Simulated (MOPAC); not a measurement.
**Frequency calculation of CH$_{4}$AlN (part 1 of 2)**

The run: frequency calculation of CH$_{4}$AlN. Method and program: MNDO, closed shell (MOPAC 23.2.5).

The geometry was optimised with MNDO.

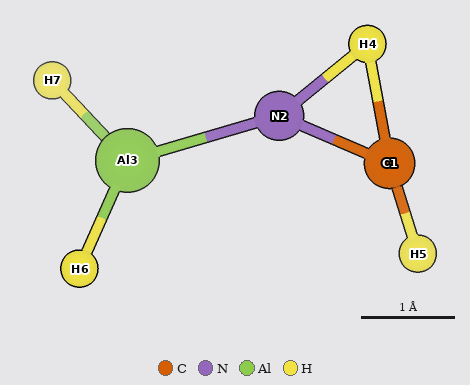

The structure (ball-and-stick view, seen on its broad side; atoms are numbered from 1 in the order of the input). Sticks mark near contacts. Bond lengths as drawn: Al–H 1.41 Å, Al–N 1.75 Å, C–H 1.09 to 1.34 Å, C–N 1.30 Å and H–N 1.25 Å.

## Input file (mol.mop)
```
MNDO FORCE AUX(PRECISION=6) THREADS=1
CH4AlN frequencies

C     -1.045049 1    -0.090970 1    -0.659467 1
N      0.003358 1    -0.397825 1     0.051347 1
Al     1.346213 1     0.409183 1     0.820495 1
H     -0.644049 1    -1.345034 1    -0.437975 1
H     -1.330128 1     0.881410 1    -1.064604 1
H      1.120599 1     1.497722 1     1.682650 1
H      2.634133 1    -0.127664 1     0.648514 1
```

Machine: 1 thread of Arm Neoverse V2, 24 GiB of memory available, shared host.

Launched with:
```bash
mopac mol.mop
```

## What the program printed
```
MOPAC v23.2.5
MNDO CALCULATION RESULTS

 *  MNDO       - The MNDO Hamiltonian to be used
 *  FORCE      - FORCE CALCULATION SPECIFIED
 *  THREADS=1  - MULTI-THREADING NOT USED
 *  AUX        - OUTPUT AUXILIARY INFORMATION
MNDO FORCE AUX(PRECISION=6) THREADS=1
 CH4AlN frequencies

   ATOM   CHEMICAL          X               Y               Z
  NUMBER   SYMBOL      (ANGSTROMS)     (ANGSTROMS)     (ANGSTROMS)

     1       C         -1.04504900  *  -0.09097000  *  -0.65946700  *
     2       N          0.00335800  *  -0.39782500  *   0.05134700  *
     3      Al          1.34621300  *   0.40918300  *   0.82049500  *
     4       H         -0.64404900  *  -1.34503400  *  -0.43797500  *
     5       H         -1.33012800  *   0.88141000  *  -1.06460400  *
     6       H          1.12059900  *   1.49772200  *   1.68265000  *
     7       H          2.63413300  *  -0.12766400  *   0.64851400  *

          CARTESIAN COORDINATES

    NO.       ATOM           X           Y           Z

     1         C         -1.0450     -0.0910     -0.6595
     2         N          0.0034     -0.3978      0.0513
     3        Al          1.3462      0.4092      0.8205
     4         H         -0.6440     -1.3450     -0.4380
     5         H         -1.3301      0.8814     -1.0646
     6         H          1.1206      1.4977      1.6827
     7         H          2.6341     -0.1277      0.6485

           Empirical Formula: C H4 N Al  =     7 atoms

      MOLECULAR POINT GROUP   :   C1

      RHF CALCULATION, NO. OF DOUBLY OCCUPIED LEVELS = 8

          HEAT OF FORMATION =     113.321448 KCALS/MOLE

          CARTESIAN COORDINATE DERIVATIVES

   NUMBER  ATOM         X            Y            Z

     1       C     -0.039928     0.047556     0.007741
     2       N      0.005358    -0.061809    -0.005934
     3      Al      0.013883     0.038394     0.001688
     4       H      0.011713     0.031611     0.001546
     5       H      0.005199    -0.036366    -0.003156
     6       H      0.001043    -0.015666    -0.003624
     7       H      0.002732    -0.003719     0.001739

 DIPOLE           X         Y         Z       TOTAL
 POINT-CHG.    -0.284    -1.510    -0.376     1.582
 HYBRID         0.030     1.024    -0.122     1.032
 SUM           -0.254    -0.486    -0.497     0.740

          GRADIENT NORM =   0.11069

          MOLECULAR WEIGHT =   57.03

          ROTATIONAL CONSTANTS IN CM(-1)

          A =    1.97098279   B =    0.19017971   C =    0.17827223

           PRINCIPAL MOMENTS OF INERTIA IN UNITS OF 10**(-40)*GRAM-CM**2

          A =       14.2024   B =      147.1911   C =      157.0225

          ORIENTATION OF MOLECULE IN FORCE CALCULATION

    NO.       ATOM         X         Y         Z

     1          C      -1.6692   -0.5968    0.0033
     2          N      -0.3659   -0.5968    0.0033
     3         Al       0.9438    0.5568    0.0033
     4          H      -0.9305   -1.6982   -0.1509
     5          H      -2.3484    0.2526   -0.0864
     6          H       0.9763    1.5937    0.9535
     7          H       2.0125    0.3525   -0.8871

    FIRST DERIVATIVES WILL BE USED IN THE CALCULATION OF SECOND DERIVATIVES

          ESTIMATED TIME TO COMPLETE CALCULATION =        0.16 SECONDS

    FOR POINT-GROUP C1   THERE ARE   1 UNIQUE SYMMETRY FUNCTIONS.

 STEP:   1 TIME =     0.00 SECS, INTEGRAL =      0.00 TIME LEFT: 172800.00
 STEP:   2 TIME =     0.00 SECS, INTEGRAL =      0.00 TIME LEFT: 172800.00
 STEP:   3 TIME =     0.00 SECS, INTEGRAL =      0.01 TIME LEFT: 172799.99
 STEP:   4 TIME =     0.00 SECS, INTEGRAL =      0.01 TIME LEFT: 172799.99
 STEP:   5 TIME =     0.00 SECS, INTEGRAL =      0.01 TIME LEFT: 172799.99
 STEP:   6 TIME =     0.00 SECS, INTEGRAL =      0.01 TIME LEFT: 172799.99
 STEP:   7 TIME =     0.00 SECS, INTEGRAL =      0.01 TIME LEFT: 172799.99
 STEP:   8 TIME =     0.00 SECS, INTEGRAL =      0.01 TIME LEFT: 172799.99
 STEP:   9 TIME =     0.00 SECS, INTEGRAL =      0.02 TIME LEFT: 172799.98
 STEP:  10 TIME =     0.00 SECS, INTEGRAL =      0.02 TIME LEFT: 172799.98
 STEP:  11 TIME =     0.00 SECS, INTEGRAL =      0.02 TIME LEFT: 172799.98
 STEP:  12 TIME =     0.00 SECS, INTEGRAL =      0.02 TIME LEFT: 172799.98
 STEP:  13 TIME =     0.00 SECS, INTEGRAL =      0.02 TIME LEFT: 172799.98
 STEP:  14 TIME =     0.00 SECS, INTEGRAL =      0.02 TIME LEFT: 172799.98
 STEP:  15 TIME =     0.00 SECS, INTEGRAL =      0.02 TIME LEFT: 172799.98
 STEP:  16 TIME =     0.00 SECS, INTEGRAL =      0.02 TIME LEFT: 172799.98
 STEP:  17 TIME =     0.00 SECS, INTEGRAL =      0.03 TIME LEFT: 172799.97
 STEP:  18 TIME =     0.00 SECS, INTEGRAL =      0.03 TIME LEFT: 172799.97
 STEP:  19 TIME =     0.00 SECS, INTEGRAL =      0.03 TIME LEFT: 172799.97
 STEP:  20 TIME =     0.00 SECS, INTEGRAL =      0.03 TIME LEFT: 172799.97
 STEP:  21 TIME =     0.00 SECS, INTEGRAL =      0.03 TIME LEFT: 172799.97

(To convert to Hartree/Bohr^2, multiply by (10^(-21) x N x a0^2)/(4.184 x 627.51) =  0.0642)

           FORCE MATRIX IN MILLIDYNES/ANGSTROM

                  C  1       N  2      Al  3       H  4       H  5       H  6
 ------------------------------------------------------------------------------
     C    1  14.270885
     N    2  13.514445  14.468944
    Al    3   0.825876   2.904580   6.844422
     H    4   4.340245   3.511678   0.266240   5.437679
     H    5   5.769155   1.012992   0.173083   0.485015   6.034963
     H    6   0.159980   0.305129   2.458553   0.100156   0.038921   2.574631
     H    7   0.063857   0.238073   2.470840   0.033825   0.020814   0.184429

                  H  7
 ------------------
     H    7   2.592949

          HEAT OF FORMATION =     113.321448 KCALS/MOLE

          ZERO POINT ENERGY      24.990 KCAL/MOL

         NOTE: SYSTEM IS NOT A GROUND STATE, THEREFORE ZERO POINT
         ENERGY IS NOT MEANINGFULL. ZERO POINT ENERGY PRINTED
         DOES NOT INCLUDE THE  1 IMAGINARY FREQUENCIES

           NORMAL COORDINATE ANALYSIS (Total motion = 1 Angstrom)

   Root No.       1         2         3         4         5         6         7         8

                 1 A       2 A       3 A       4 A       5 A       6 A       7 A       8 A

               -2569.3     113.4     263.6     352.4     575.1     646.0     687.8     761.4

           1   -0.0448    0.0092   -0.0456    0.0064    0.0064   -0.0481    0.0354    0.0330
           2    0.0321    0.0199   -0.0920    0.0179    0.0006   -0.0162    0.0051    0.0006
           3    0.0063    0.0375    0.0264    0.0181   -0.0332   -0.0284    0.0225   -0.0685
           4   -0.0193    0.0107   -0.0431    0.0013    0.0008   -0.0403    0.0352    0.0220
           5   -0.0396   -0.0242    0.1115   -0.0077   -0.0206   -0.0185    0.0698    0.0581
           6   -0.0055   -0.0550   -0.0438   -0.0689   -0.0200    0.0153   -0.0281    0.0490
           7    0.0009   -0.0068    0.0381   -0.0028   -0.0061    0.0536   -0.0230   -0.0251
           8   -0.0017   -0.0001   -0.0034   -0.0016    0.0126    0.0014   -0.0478   -0.0269
           9   -0.0003    0.0060    0.0057    0.0032    0.0225    0.0065    0.0243   -0.0193
          10    0.7591   -0.0470    0.1011   -0.0070   -0.0050   -0.0500    0.0692    0.0734
          11    0.1173    0.0021    0.0177   -0.0730   -0.0345   -0.0192    0.0423    0.0206
          12    0.0021   -0.0730    0.0354    0.5306    0.1359    0.0515   -0.0016    0.0906
          13    0.0354    0.0250   -0.1740    0.0007   -0.0016   -0.0705    0.0263   -0.0311
          14    0.0948    0.0461   -0.1948    0.0032    0.0147   -0.0163   -0.0139   -0.0056
          15    0.0131    0.1680    0.0075   -0.0461    0.1956    0.1584   -0.1280    0.4054
          16   -0.0182   -0.2131    0.1009   -0.0625    0.2370   -0.1757   -0.1866   -0.1250
          17    0.0032    0.1679    0.0179   -0.1121    0.1408    0.1406    0.1371   -0.1077
          18   -0.0119   -0.1692   -0.0202    0.1298   -0.1352   -0.1349   -0.1731    0.0798
          19    0.0015    0.1588    0.0955    0.0500   -0.1556   -0.0038   -0.2043    0.0560
          20   -0.0035   -0.1149   -0.2030    0.1186   -0.1791    0.3059    0.0832   -0.0016
          21    0.0048    0.2322    0.1183    0.0423   -0.1233   -0.1239   -0.2245    0.0766

   Root No.       9        10        11        12        13        14        15

                 9 A      10 A      11 A      12 A      13 A      14 A      15 A

                 880.3    1135.0    1794.0    2108.6    2117.8    2733.5    3311.7

           1    0.0099   -0.0328   -0.2420   -0.0007    0.0007    0.0325    0.0519
           2    0.0042   -0.0896   -0.0158    0.0002    0.0001   -0.0265   -0.0530
           3    0.0022   -0.0017   -0.0073    0.0001    0.0001   -0.0045    0.0044
           4    0.0061   -0.0171    0.2409   -0.0004   -0.0016   -0.0279   -0.0051
           5    0.0132    0.0400   -0.0035   -0.0005    0.0004   -0.0257   -0.0058
           6   -0.0004   -0.0017    0.0001   -0.0003    0.0007   -0.0038   -0.0003
           7   -0.0294    0.0016   -0.0085   -0.0077   -0.0192   -0.0001   -0.0001
           8   -0.0261    0.0022   -0.0021   -0.0174    0.0105    0.0005    0.0001
           9   -0.0003   -0.0011   -0.0002   -0.0111    0.0225   -0.0000   -0.0000
          10    0.0242   -0.0340   -0.1190    0.0048    0.0012   -0.1012   -0.0081
          11    0.0084   -0.0316    0.2431   -0.0064   -0.0039    0.7567    0.0913
          12   -0.0103    0.0378    0.0675   -0.0016   -0.0000    0.1007    0.0146
          13   -0.0167    0.5789   -0.1536    0.0028    0.0014    0.0931   -0.5388
          14   -0.0209    0.4558    0.0825    0.0018    0.0007   -0.0999    0.6171
          15   -0.0125    0.0241    0.0134   -0.0003    0.0008    0.0035   -0.0638
          16    0.3796    0.0221    0.0306    0.0164   -0.0160    0.0035    0.0014
          17    0.1192    0.0045   -0.0158    0.5186   -0.1900    0.0045    0.0010
          18   -0.1669   -0.0073    0.0111    0.4726   -0.1680    0.0037    0.0014
          19    0.1965    0.0200    0.0049    0.1959    0.5406    0.0054    0.0011
          20    0.3593    0.0239   -0.0170   -0.0430   -0.0950   -0.0013   -0.0001
          21    0.1778    0.0204   -0.0000   -0.1705   -0.4443   -0.0016   -0.0003

           MASS-WEIGHTED COORDINATE ANALYSIS (NORMAL COORDINATES)

   Root No.       1         2         3         4         5         6         7         8

                 1 A       2 A       3 A       4 A       5 A       6 A       7 A       8 A

               -2569.3     113.4     263.6     352.4     575.1     646.0     687.8     761.4

           1   -0.1897    0.0571   -0.2112    0.0342    0.0426   -0.2759    0.1899    0.1747
           2    0.1360    0.1236   -0.4266    0.0959    0.0037   -0.0926    0.0271    0.0033
           3    0.0267    0.2324    0.1223    0.0968   -0.2216   -0.1628    0.1203   -0.3634
           4   -0.0884    0.0718   -0.2160    0.0076    0.0061   -0.2498    0.2040    0.1257
           5   -0.1810   -0.1620    0.5582   -0.0445   -0.1486   -0.1146    0.4039    0.3326
           6   -0.0252   -0.3685   -0.2194   -0.3979   -0.1444    0.0949   -0.1627    0.2805
           7    0.0060   -0.0634    0.2644   -0.0227   -0.0607    0.4603   -0.1850   -0.1992
           8   -0.0105   -0.0009   -0.0236   -0.0130    0.1264    0.0124   -0.3837   -0.2139
           9   -0.0016    0.0555    0.0399    0.0255    0.2246    0.0560    0.1952   -0.1532
          10    0.9308   -0.0846    0.1358   -0.0108   -0.0097   -0.0830    0.1074    0.1127
          11    0.1439    0.0038    0.0237   -0.1131   -0.0668   -0.0318    0.0657    0.0316
          12    0.0025   -0.1312    0.0476    0.8224    0.2626    0.0856   -0.0025    0.1391
          13    0.0434    0.0450   -0.2336    0.0012   -0.0031   -0.1171    0.0409   -0.0478
          14    0.1162    0.0829   -0.2617    0.0049    0.0284   -0.0271   -0.0216   -0.0086
          15    0.0161    0.3019    0.0101   -0.0715    0.3780    0.2631   -0.1988    0.6225
          16   -0.0223   -0.3831    0.1356   -0.0969    0.4579   -0.2918   -0.2897   -0.1920
          17    0.0039    0.3017    0.0241   -0.1737    0.2720    0.2335    0.2130   -0.1654
          18   -0.0146   -0.3042   -0.0271    0.2012   -0.2612   -0.2241   -0.2688    0.1225
          19    0.0018    0.2855    0.1282    0.0775   -0.3007   -0.0063   -0.3172    0.0861
          20   -0.0043   -0.2065   -0.2726    0.1838   -0.3460    0.5079    0.1292   -0.0024
          21    0.0059    0.4174    0.1589    0.0655   -0.2382   -0.2058   -0.3487    0.1177

   Root No.       9        10        11        12        13        14        15
```
